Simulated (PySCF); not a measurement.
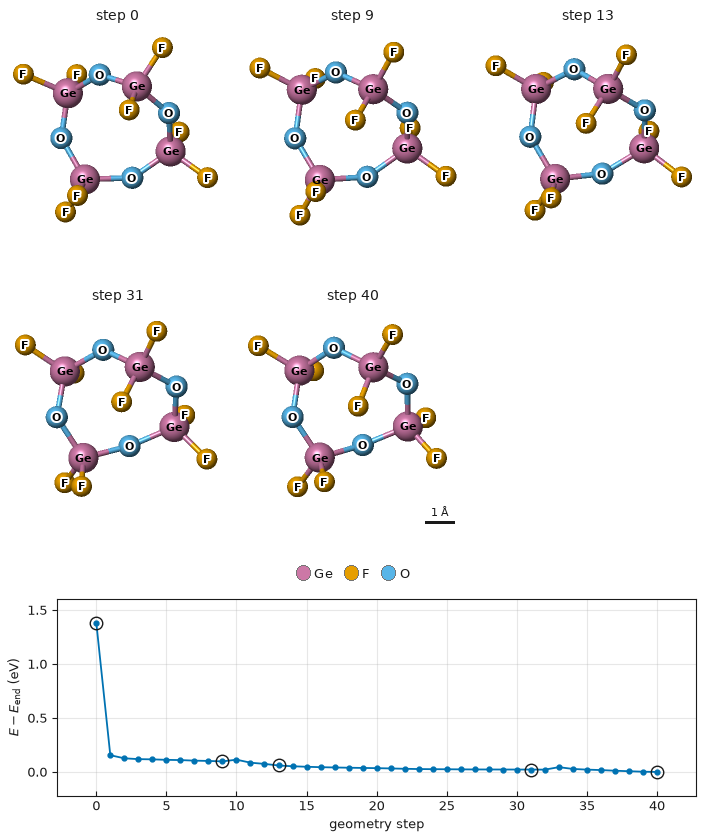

Frames of a relaxation of Ge4O4F8, marked on the history of the run. Style: ball-and-stick. Shown at a tilt.

The start comes from GFN2-xTB. Its atoms were then displaced at random by about 0.03 Å.

Method: PBE0-D3(BJ)/def2-SVP geometry optimisation, gas phase in PySCF 2.14.0, density-fitted response routines. 

> Describe the path.

The relaxation stopped without meeting its thresholds, so the last structure isn't shown to be converged. The atom that moves furthest after the best rigid fit is an F atom (0.93 Å). By element the largest moves are F 0.93 Å, O 0.70 Å, Ge 0.24 Å. Near-neighbour distances that change, for instance: Ge–O 1.606 → 1.740 Å, Ge–O 1.644 → 1.728 Å, F–Ge 1.775 → 1.698 Å, F–Ge 1.642 → 1.703 Å. Bond angles that change, for instance: Ge–O–Ge 141.1° → 128.7°, Ge–O–Ge 140.0° → 128.2°, Ge–O–Ge 140.7° → 130.9°. The energy falls by 1.383 eV in 40 geometry steps. From step 0 to 9: an F atom moves most (0.56 Å), energy −1.286 eV. From step 9 to 13: an F atom moves most (0.38 Å), energy −0.038 eV. From step 13 to 31: F and O atoms move most (0.39 Å), energy −0.038 eV. From step 31 to 40: O and F atoms move most (0.32 Å), energy −0.022 eV.
